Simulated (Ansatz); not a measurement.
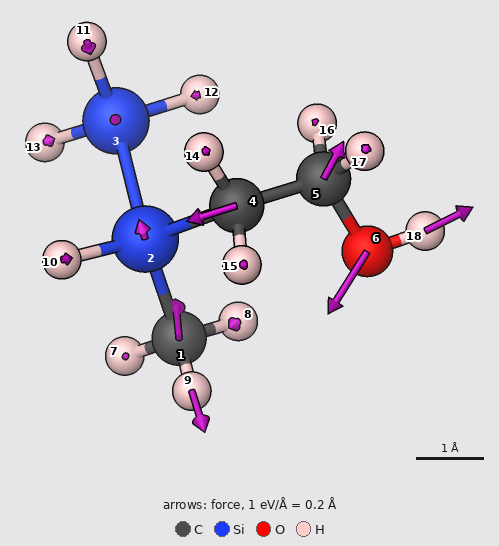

Starting geometry of C$_{3}$H$_{12}$OSi$_{2}$ with the computed forces as purple arrows. The picture is a ball-and-stick view, seen at a tilt.

The run prepares the start of a later molecular dynamics calculation, from a guessed geometry.

All numbers below come from RKS PBE-D4/STO-3G in Ansatz.

Input
```yaml
crystal:
  periodic: [false, false, false]
  atoms:
    - { symbol: C, position_ang: [-1.2096, -1.4548, -0.8918] }
    - { symbol: Si, position_ang: [-0.7676, -0.522, 0.6412] }
    - { symbol: Si, position_ang: [-1.6904, 1.6143, 0.5924] }
    - { symbol: C, position_ang: [1.1734, -0.4109, 0.8561] }
    - { symbol: C, position_ang: [1.8878, 0.3345, -0.2168] }
    - { symbol: O, position_ang: [1.8689, -0.3645, -1.4227] }
    - { symbol: H, position_ang: [-2.3186, -1.5153, -0.9647] }
    - { symbol: H, position_ang: [-0.8834, -0.8633, -1.8071] }
    - { symbol: H, position_ang: [-0.821, -2.3977, -0.8874] }
    - { symbol: H, position_ang: [-1.3213, -1.2489, 1.8365] }
    - { symbol: H, position_ang: [-1.3177, 2.3272, 1.884] }
    - { symbol: H, position_ang: [-1.0673, 2.3859, -0.5172] }
    - { symbol: H, position_ang: [-3.1859, 1.5876, 0.451] }
    - { symbol: H, position_ang: [1.2697, 0.0491, 1.8532] }
    - { symbol: H, position_ang: [1.4724, -1.4665, 0.9127] }
    - { symbol: H, position_ang: [1.4954, 1.3802, -0.3568] }
    - { symbol: H, position_ang: [2.9412, 0.4641, 0.1181] }
    - { symbol: H, position_ang: [2.4365, 0.112, -2.0287] }
basis:
  gaussian: { orbitals: STO-3G }
hamiltonian:
  xc: pbe
  dispersion: d4
relax:
  f_tol: 0.02
  max_steps: 40
```

Command:
```bash
ansatz run input.yaml --threads 1 --pin off --max-ram 2048MiB --backend cpu --events-out ev --progress --plain --runs-dir out
```

### What follows when this structure is relaxed?

It isn't relaxed: the largest force vector, on O6, is 5.68 eV/Å. The final displacements have little in common with the starting forces (cosine between the two patterns 0.06). After 15 geometry steps the energy has fallen by 22.4 kcal/mol. Largest force component: 4.6 eV/Å at the start, 0.0075 eV/Å at the end. The atom that moves furthest after the best rigid fit is H18 (0.91 Å). Largest moves by element: H 0.91 Å, O 0.76 Å, Si 0.25 Å, C 0.15 Å. Near-neighbour distances that change, for instance: C5–O6 1.394 → 1.478 Å, C1–H9 1.020 → 1.103 Å, O6–H18 0.957 → 1.038 Å, C4–C5 1.489 → 1.561 Å. Bond angles that change, for instance: Si2–C4–H14 102.1° → 110.5°, Si2–C4–H15 102.8° → 109.4°, C5–O6–H18 106.9° → 100.9°. Groups turn about C4–C5 by about 20°.

Limits of the set-up: STO-3G is a minimal basis, so the numbers are rough.
